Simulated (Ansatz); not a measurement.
# Molecular dynamics of SiPH$_{6}$F (part 5 of 5)

Continued. System: SiPH$_{6}$F. Method: RKS PBE-D4/def2-SVP (Ansatz 0.2.0). It belongs to a series of runs on one base structure; here: dynamics from the highest image of the converged band.

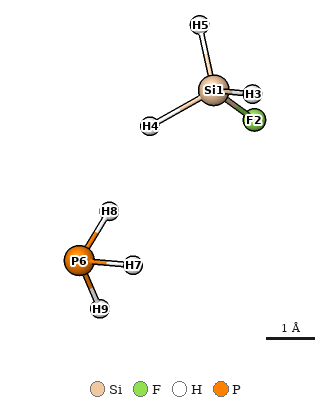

The geometry at step 173 of the log (ball-and-stick view, seen at an oblique angle; atoms are numbered from 1 in the order of the input).

Trajectory as extended XYZ, continued:
```
9
Properties=species:S:1:pos:R:3:forces:R:3 step=143 time_fs=71.5 energy=-19962.38914 temperature=2223.4
Si    0.6064   -0.0170   -0.1627   -1.0518   0.1859  -2.1697
F     0.6802    0.6778    1.2478    0.1116   0.7381   2.5894
H     1.6030    0.7870   -0.9449   -0.0412  -0.2363  -0.4218
H    -0.8710    0.2358   -0.6130    0.9114  -0.3653  -0.0410
H     0.9537   -1.4570   -0.1215    0.0362  -0.3304   0.0438
P    -3.6106   -0.2469    1.8599    0.4241  -0.8341  -1.4018
H    -2.8186    0.6348    0.9976   -0.2414  -0.3127   0.1949
H    -2.4123   -0.8650    2.3803   -0.0297  -0.1278  -0.1613
H    -3.5303    0.6602    2.8754   -0.1192   1.2827   1.3674
9
Properties=species:S:1:pos:R:3:forces:R:3 step=146 time_fs=73.0 energy=-19962.27845 temperature=2103.1
Si    0.6287   -0.0155   -0.1744   -1.1460   0.3624  -1.8269
F     0.6991    0.6747    1.2414    0.0665   0.7370   2.5395
H     1.5797    0.8432   -0.9414    0.0699  -0.2404  -0.5620
H    -0.8568    0.2042   -0.6101    0.8937  -0.3877  -0.0683
H     1.0247   -1.4328   -0.0914    0.0799  -0.4781  -0.0784
P    -3.6380   -0.2486    1.8719    0.1400  -1.2667  -2.5574
H    -2.8591    0.6736    1.0161   -0.2919  -0.5067   0.3756
H    -2.4709   -0.8557    2.4171    0.3576  -0.2212  -0.0311
H    -3.6292    0.6306    2.8662   -0.1697   2.0015   2.2090
9
Properties=species:S:1:pos:R:3:forces:R:3 step=148 time_fs=74.0 energy=-19962.31530 temperature=2143.0
Si    0.6430   -0.0144   -0.1830   -1.0016   0.3821  -1.5165
F     0.7118    0.6731    1.2386    0.0350   0.6989   2.4022
H     1.5649    0.8779   -0.9456    0.1036  -0.2663  -0.6030
H    -0.8366    0.1785   -0.6090    0.7478  -0.3781  -0.1156
H     1.0729   -1.4222   -0.0722    0.0777  -0.4429  -0.1608
P    -3.6562   -0.2501    1.8789   -0.0384  -0.9071  -2.3831
H    -2.8896    0.6937    1.0326   -0.2575  -0.5491   0.4237
H    -2.5062   -0.8521    2.4410    0.5479  -0.2383   0.0546
H    -3.6970    0.6337    2.8852   -0.2145   1.7008   1.8985
9
Properties=species:S:1:pos:R:3:forces:R:3 step=151 time_fs=75.5 energy=-19962.44589 temperature=2285.2
Si    0.6640   -0.0124   -0.1969   -0.4778   0.3020  -0.9598
F     0.7309    0.6714    1.2368   -0.0134   0.5962   2.0598
H     1.5444    0.9249   -0.9627    0.0943  -0.3462  -0.5804
H    -0.7938    0.1334   -0.6096    0.3392  -0.3387  -0.2218
H     1.1465   -1.4138   -0.0465    0.0177  -0.2188  -0.2878
P    -3.6835   -0.2529    1.8881   -0.3737   0.1381  -1.0638
H    -2.9396    0.7141    1.0649   -0.1064  -0.4693   0.3795
H    -2.5492   -0.8507    2.4780    0.6299  -0.1564   0.1128
H    -3.8024    0.6661    2.9448   -0.1097   0.4931   0.5615
9
Properties=species:S:1:pos:R:3:forces:R:3 step=153 time_fs=76.5 energy=-19962.47157 temperature=2313.6
Si    0.6777   -0.0110   -0.2065    0.0207   0.2251  -0.5534
F     0.7436    0.6706    1.2370   -0.0468   0.5057   1.7585
H     1.5320    0.9522   -0.9811    0.0604  -0.4178  -0.5176
H    -0.7605    0.0991   -0.6125   -0.0263  -0.3062  -0.3056
H     1.1958   -1.4111   -0.0326   -0.0494  -0.0119  -0.3698
P    -3.7019   -0.2548    1.8937   -0.6018   0.6482  -0.0608
H    -2.9744    0.7220    1.0910    0.0491  -0.3240   0.2791
H    -2.5705   -0.8518    2.5040    0.5377  -0.0346   0.0830
H    -3.8742    0.6955    2.9933    0.0563  -0.2845  -0.3133
9
Properties=species:S:1:pos:R:3:forces:R:3 step=156 time_fs=78.0 energy=-19962.39493 temperature=2230.1
Si    0.6983   -0.0087   -0.2214    0.7871   0.1542   0.0419
F     0.7626    0.6699    1.2388   -0.0996   0.3524   1.2356
H     1.5142    0.9855   -1.0176   -0.0036  -0.5222  -0.3786
H    -0.7124    0.0424   -0.6226   -0.5691  -0.2684  -0.4121
H     1.2687   -1.4067   -0.0187   -0.1563   0.2794  -0.4732
P    -3.7298   -0.2572    1.9023   -0.8529   0.8481   1.1283
H    -3.0252    0.7287    1.1348    0.3211  -0.0071   0.0613
H    -2.5932   -0.8536    2.5442    0.2551   0.1937  -0.0427
H    -3.9803    0.7329    3.0586    0.3183  -1.0301  -1.1605
9
Properties=species:S:1:pos:R:3:forces:R:3 step=158 time_fs=79.0 energy=-19962.32375 temperature=2152.1
Si    0.7124   -0.0072   -0.2313    1.1472   0.1558   0.3797
F     0.7752    0.6697    1.2408   -0.1362   0.2469   0.8633
H     1.5024    1.0015   -1.0467   -0.0402  -0.5711  -0.2735
H    -0.6863    0.0013   -0.6341   -0.7997  -0.2539  -0.4353
H     1.3156   -1.4009   -0.0149   -0.2124   0.4180  -0.5199
P    -3.7487   -0.2585    1.9083   -0.9432   0.7282   1.6562
H    -3.0555    0.7326    1.1650    0.4867   0.2159  -0.0858
H    -2.6050   -0.8527    2.5706    0.0392   0.3349  -0.1445
H    -4.0475    0.7465    3.0894    0.4587  -1.2748  -1.4401
9
Properties=species:S:1:pos:R:3:forces:R:3 step=160 time_fs=80.0 energy=-19962.28595 temperature=2110.8
Si    0.7269   -0.0055   -0.2410    1.2769   0.1874   0.6365
F     0.7878    0.6696    1.2433   -0.1724   0.1444   0.4898
H     1.4902    1.0121   -1.0784   -0.0638  -0.5914  -0.1711
H    -0.6677   -0.0423   -0.6497   -0.8368  -0.2381  -0.3961
H     1.3604   -1.3910   -0.0161   -0.2449   0.4939  -0.5442
P    -3.7679   -0.2595    1.9149   -0.9650   0.5513   1.9580
H    -3.0813    0.7385    1.1944    0.5966   0.3852  -0.1903
H    -2.6163   -0.8487    2.5957   -0.1516   0.4414  -0.2310
H    -4.1104    0.7479    3.1065    0.5610  -1.3740  -1.5516
9
Properties=species:S:1:pos:R:3:forces:R:3 step=163 time_fs=81.5 energy=-19962.33469 temperature=2164.4
Si    0.7494   -0.0029   -0.2552    1.0064   0.2468   0.8552
F     0.8064    0.6696    1.2474   -0.2215   0.0031  -0.0461
H     1.4708    1.0175   -1.1288   -0.0677  -0.5556  -0.0408
H    -0.6543   -0.1117   -0.6799   -0.5203  -0.1781  -0.2180
H     1.4234   -1.3674   -0.0276   -0.2366   0.4804  -0.5352
P    -3.7973   -0.2608    1.9260   -0.8443   0.3603   1.9458
H    -3.1092    0.7545    1.2351    0.5919   0.4350  -0.2067
H    -2.6365   -0.8347    2.6290   -0.3390   0.5119  -0.2948
H    -4.1945    0.7256    3.1045    0.6311  -1.3038  -1.4593
9
Properties=species:S:1:pos:R:3:forces:R:3 step=165 time_fs=82.5 energy=-19962.42169 temperature=2259.8
Si    0.7648   -0.0011   -0.2644    0.6061   0.2738   0.9153
F     0.8187    0.6696    1.2501   -0.2481  -0.0802  -0.3746
H     1.4571    1.0144   -1.1631   -0.0492  -0.4853   0.0221
H    -0.6520   -0.1602   -0.7029   -0.1585  -0.1004  -0.0481
H     1.4625   -1.3459   -0.0417   -0.1888   0.3890  -0.4999
P    -3.8172   -0.2615    1.9341   -0.6504   0.2925   1.6031
H    -3.1207    0.7703    1.2598    0.4697   0.3167  -0.1257
H    -2.6537   -0.8193    2.6477   -0.3827   0.4960  -0.2809
H    -4.2432    0.6950    3.0856    0.6019  -1.1022  -1.2113
9
Properties=species:S:1:pos:R:3:forces:R:3 step=168 time_fs=84.0 energy=-19962.53898 temperature=2388.1
Si    0.7883    0.0018   -0.2775   -0.0925   0.2923   0.9483
F     0.8369    0.6695    1.2538   -0.2762  -0.1876  -0.8124
H     1.4357    1.0014   -1.2139    0.0027  -0.3181   0.0753
H    -0.6503   -0.2345   -0.7377    0.3853   0.0595   0.2133
H     1.5180   -1.3072   -0.0716   -0.0561   0.1515  -0.4101
P    -3.8475   -0.2624    1.9471   -0.1826   0.0961   0.5522
H    -3.1302    0.7990    1.2949    0.1732   0.0035   0.0601
H    -2.6863   -0.7875    2.6711   -0.3215   0.3871  -0.1714
H    -4.3057    0.6306    3.0369    0.3676  -0.4842  -0.4552
9
Properties=species:S:1:pos:R:3:forces:R:3 step=170 time_fs=85.0 energy=-19962.54090 temperature=2389.8
Si    0.8040    0.0039   -0.2858   -0.5142   0.2930   0.9652
F     0.8489    0.6693    1.2558   -0.2868  -0.2483  -1.0650
H     1.4214    0.9886   -1.2470    0.0452  -0.1774   0.0866
H    -0.6452   -0.2835   -0.7587    0.6583   0.1744   0.3612
H     1.5541   -1.2792   -0.0966    0.0617  -0.0439  -0.3339
P    -3.8677   -0.2629    1.9561    0.2544  -0.2308  -0.5002
H    -3.1340    0.8186    1.3188   -0.0436  -0.2134   0.1757
H    -2.7119   -0.7615    2.6844   -0.2046   0.2703  -0.0456
H    -4.3428    0.5810    2.9981    0.0295   0.1761   0.3560
9
Properties=species:S:1:pos:R:3:forces:R:3 step=173 time_fs=86.5 energy=-19962.39804 temperature=2233.6
Si    0.8271    0.0072   -0.2976   -0.9571   0.2585   1.0073
F     0.8666    0.6688    1.2578   -0.2920  -0.3248  -1.3846
H     1.4008    0.9668   -1.2951    0.1029   0.0468   0.0856
H    -0.6255   -0.3536   -0.7834    0.8739   0.3252   0.5195
H     1.6099   -1.2386   -0.1398    0.2380  -0.3073  -0.2140
P    -3.8979   -0.2640    1.9691    1.0004  -0.9289  -2.2533
H    -3.1411    0.8437    1.3580   -0.3196  -0.4416   0.2825
H    -2.7536   -0.7181    2.7041    0.0419   0.0647   0.1922
H    -4.3993    0.5123    2.9492   -0.6883   1.3076   1.7649
9
Properties=species:S:1:pos:R:3:forces:R:3 step=175 time_fs=87.5 energy=-19962.30066 temperature=2127.6
Si    0.8421    0.0095   -0.3051   -1.0736   0.1906   1.0449
F     0.8782    0.6683    1.2582   -0.2897  -0.3667  -1.5587
H     1.3883    0.9525   -1.3261    0.1270   0.1835   0.0891
H    -0.6021   -0.3966   -0.7938    0.8851   0.3964   0.5787
H     1.6496   -1.2148   -0.1714    0.3177  -0.4053  -0.1407
P    -3.9177   -0.2650    1.9770    1.3081  -1.1662  -2.9596
H    -3.1493    0.8555    1.3873   -0.4429  -0.4962   0.2977
H    -2.7812   -0.6881    2.7193    0.2040  -0.0638   0.3504
H    -4.4442    0.4804    2.9356   -1.0357   1.7277   2.2982
9
Properties=species:S:1:pos:R:3:forces:R:3 step=178 time_fs=89.0 energy=-19962.33020 temperature=2159.0
Si    0.8640    0.0131   -0.3157   -0.9180   0.0105   1.0981
F     0.8953    0.6672    1.2574   -0.2796  -0.4159  -1.7620
H     1.3718    0.9347   -1.3710    0.1305   0.3378   0.1280
H    -0.5516   -0.4539   -0.7991    0.7106   0.4382   0.5961
H     1.7150   -1.1864   -0.2210    0.3250  -0.3719  -0.0478
P    -3.9466   -0.2671    1.9871    1.0399  -0.7097  -2.5134
H    -3.1697    0.8644    1.4366   -0.5121  -0.4161   0.2357
H    -2.8186   -0.6445    2.7485    0.3313  -0.1968   0.5072
H    -4.5296    0.4628    2.9554   -0.8275   1.3239   1.7581
9
Properties=species:S:1:pos:R:3:forces:R:3 step=180 time_fs=90.0 energy=-19962.40560 temperature=2240.8
Si    0.8781    0.0155   -0.3222   -0.5899  -0.1329   1.1211
F     0.9065    0.6661    1.2557   -0.2693  -0.4391  -1.8590
H     1.3623    0.9267   -1.3994    0.1101   0.3970   0.1846
H    -0.5091   -0.4870   -0.7955    0.4716   0.4110   0.5594
H     1.7624   -1.1720   -0.2548    0.2474  -0.2372   0.0057
P    -3.9654   -0.2688    1.9928    0.5202  -0.1485  -1.5007
H    -3.1893    0.8652    1.4723   -0.4778  -0.2609   0.1451
H    -2.8398   -0.6176    2.7739    0.2901  -0.2346   0.5163
H    -4.5969    0.4675    2.9905   -0.3024   0.6452   0.8277
9
Properties=species:S:1:pos:R:3:forces:R:3 step=183 time_fs=91.5 energy=-19962.41508 temperature=2251.3
Si    0.8991    0.0190   -0.3313    0.1640  -0.2917   1.1295
F     0.9231    0.6642    1.2514   -0.2484  -0.4579  -1.9459
H     1.3500    0.9218   -1.4385    0.0529   0.4222   0.3081
H    -0.4381   -0.5294   -0.7803   -0.0432   0.2746   0.4372
H     1.8376   -1.1539   -0.3053    0.0471   0.0516   0.0816
P    -3.9934   -0.2715    2.0007   -0.1835   0.3948   0.0984
H    -3.2270    0.8625    1.5282   -0.3254   0.0856  -0.0366
H    -2.8669   -0.5815    2.8209    0.0505  -0.2341   0.3719
H    -4.7015    0.4844    3.0554    0.4860  -0.2452  -0.4442
9
Properties=species:S:1:pos:R:3:forces:R:3 step=185 time_fs=92.5 energy=-19962.34120 temperature=2170.5
Si    0.9131    0.0212   -0.3369    0.7441  -0.3205   1.1155
F     0.9340    0.6626    1.2473   -0.2302  -0.4587  -1.9643
H     1.3425    0.9235   -1.4610    0.0045   0.4066   0.4012
H    -0.3905   -0.5543   -0.7648   -0.4409   0.1284   0.3263
H     1.8886   -1.1417   -0.3380   -0.1036   0.2431   0.1311
P    -4.0121   -0.2731    2.0059   -0.4578   0.4812   0.9385
H    -3.2562    0.8613    1.5652   -0.1876   0.3449  -0.1617
H    -2.8840   -0.5603    2.8570   -0.1690  -0.2174   0.2023
H    -4.7665    0.4939    3.0950    0.8404  -0.6076  -0.9889
9
Properties=species:S:1:pos:R:3:forces:R:3 step=188 time_fs=94.0 energy=-19962.20648 temperature=2022.8
Si    0.9346    0.0243   -0.3446    1.4840  -0.2680   1.0465
F     0.9502    0.6597    1.2393   -0.1945  -0.4403  -1.9313
H     1.3312    0.9333   -1.4874   -0.0703   0.3571   0.5244
H    -0.3281   -0.5897   -0.7360   -0.9468  -0.1049   0.1700
H     1.9628   -1.1185   -0.3847   -0.2959   0.4551   0.1992
P    -4.0405   -0.2753    2.0143   -0.6052   0.4184   1.7739
H    -3.3030    0.8662    1.6176   -0.0126   0.6471  -0.3005
H    -2.9133   -0.5322    2.9140   -0.4681  -0.1967  -0.0773
H    -4.8484    0.4967    3.1359    1.1094  -0.8679  -1.4049
9
Properties=species:S:1:pos:R:3:forces:R:3 step=190 time_fs=95.0 energy=-19962.16618 temperature=1978.7
Si    0.9495    0.0263   -0.3492    1.7357  -0.2303   0.9529
F     0.9608    0.6576    1.2328   -0.1644  -0.4144  -1.8681
H     1.3229    0.9442   -1.4989   -0.1159   0.3192   0.5788
H    -0.2971   -0.6143   -0.7145   -1.0980  -0.2010   0.1082
H     2.0090   -1.0979   -0.4135   -0.3793   0.5257   0.2364
P    -4.0596   -0.2766    2.0205   -0.5621   0.3926   2.0517
H    -3.3346    0.8768    1.6491    0.0329   0.7110  -0.3371
H    -2.9381   -0.5159    2.9515   -0.5985  -0.1925  -0.2369
H    -4.8901    0.4886    3.1469    1.1495  -0.9104  -1.4859
9
Properties=species:S:1:pos:R:3:forces:R:3 step=193 time_fs=96.5 energy=-19962.23467 temperature=2053.9
Si    0.9730    0.0291   -0.3556    1.6098  -0.2685   0.7475
F     0.9766    0.6539    1.2212   -0.1108  -0.3548  -1.7107
H     1.3083    0.9662   -1.5056   -0.1707   0.2707   0.6012
H    -0.2700   -0.6546   -0.6804   -0.9311  -0.1648   0.0972
H     2.0714   -1.0576   -0.4524   -0.4168   0.5168   0.2724
P    -4.0886   -0.2783    2.0311   -0.3144   0.4752   2.0492
H    -3.3816    0.9052    1.6904   -0.0318   0.5433  -0.3073
H    -2.9860   -0.4949    3.0032   -0.6524  -0.2012  -0.3891
H    -4.9322    0.4602    3.1370    1.0183  -0.8167  -1.3604
9
Properties=species:S:1:pos:R:3:forces:R:3 step=195 time_fs=97.5 energy=-19962.34261 temperature=2172.3
Si    0.9894    0.0308   -0.3596    1.2330  -0.3580   0.5997
F     0.9871    0.6513    1.2123   -0.0712  -0.3023  -1.5643
H     1.2966    0.9842   -1.5029   -0.1962   0.2489   0.5737
H    -0.2634   -0.6836   -0.6565   -0.6064  -0.0272   0.1188
H     2.1080   -1.0245   -0.4751   -0.3777   0.4382   0.2796
P    -4.1081   -0.2792    2.0390   -0.0322   0.5552   1.7481
H    -3.4132    0.9308    1.7142   -0.1328   0.2949  -0.2516
H    -3.0257   -0.4833    3.0332   -0.5895  -0.2153  -0.4170
H    -4.9480    0.4314    3.1139    0.7731  -0.6344  -1.0870
9
Properties=species:S:1:pos:R:3:forces:R:3 step=198 time_fs=99.0 energy=-19962.48192 temperature=2324.9
Si    1.0147    0.0332   -0.3651    0.4438  -0.5015   0.4227
F     1.0027    0.6470    1.1976   -0.0102  -0.2075  -1.2839
H     1.2754    1.0155   -1.4889   -0.2179   0.2314   0.4763
H    -0.2630   -0.7269   -0.6184   -0.0099   0.2472   0.1321
H     2.1566   -0.9675   -0.5042   -0.2229   0.2302   0.2600
P    -4.1372   -0.2803    2.0517    0.5987   0.5031   0.7757
H    -3.4633    0.9737    1.7456   -0.2847  -0.1412  -0.1571
H    -3.0954   -0.4699    3.0709   -0.3577  -0.2443  -0.3357
H    -4.9591    0.3778    3.0614    0.0609  -0.1174  -0.2901
9
Properties=species:S:1:pos:R:3:forces:R:3 step=200 time_fs=100.0 energy=-19962.48946 temperature=2333.1
Si    1.0318    0.0346   -0.3686   -0.1038  -0.5518   0.3451
F     1.0131    0.6440    1.1870    0.0294  -0.1354  -1.0575
H     1.2588    1.0392   -1.4736   -0.2228   0.2236   0.3855
H    -0.2637   -0.7532   -0.5915    0.3481   0.4103   0.1079
H     2.1861   -0.9264   -0.5204   -0.0672   0.0533   0.2261
P    -4.1565   -0.2808    2.0606    1.1701   0.2685  -0.2102
H    -3.4999    1.0011    1.7645   -0.3474  -0.3957  -0.1027
H    -3.1464   -0.4638    3.0919   -0.1316  -0.2647  -0.2025
H    -4.9649    0.3399    3.0219   -0.6749   0.3920   0.5083
```

This output came from the following input.

Input file:
```yaml
crystal:
  periodic: [false, false, false]
  atoms:
    - { symbol: Si, position_ang: [-0.222108, -0.170014, 0.03084] }
    - { symbol: F, position_ang: [0.103613, 0.83594, 1.681056] }
    - { symbol: H, position_ang: [1.23713, -0.523412, 0.12636] }
    - { symbol: H, position_ang: [-0.475753, 1.006421, -0.85928] }
    - { symbol: H, position_ang: [-0.798422, -1.399896, -0.633348] }
    - { symbol: P, position_ang: [-2.527934, -0.145709, 1.5015] }
    - { symbol: H, position_ang: [-2.981645, 0.057736, 0.158833] }
    - { symbol: H, position_ang: [-2.370833, -1.566778, 1.431164] }
    - { symbol: H, position_ang: [-1.002646, 0.593609, 1.806975] }
basis:
  gaussian: { orbitals: def2-SVP }
hamiltonian:
  xc: pbe
  dispersion: d4
md:
  timestep: 0.5
  n_steps: 200
  ensemble: nve
  temperature: 300.0
  initial_velocities: maxwell_boltzmann
  seed: 11177
```

Run as:
```bash
ansatz run input.yaml --threads 1 --pin off --max-ram 2048MiB --backend cpu --events-out ev --progress --plain --runs-dir out
```

Summary:

| quantity | value |
| --- | --- |
| outcome | finished |
| mean temperature over the second half | 2217 K |
| trajectory | 200 steps, 100 fs |
| ensemble | nve |
| temperature in the input | 300.0 K |
| time step | 0.5 fs |
| potential energy (last step) | −19962.4895 eV |
| mean-field energy (last step) | −19962.4042 eV |
| largest force (length of the vector) (last step) | 1.219 eV/Å |
| hardware | 1 thread of Arm Neoverse V2, 24 GiB of memory available, shared host |
| wall time | 6.3 min |
| peak memory | 0.16 GiB |

So short a trajectory is not equilibrated.
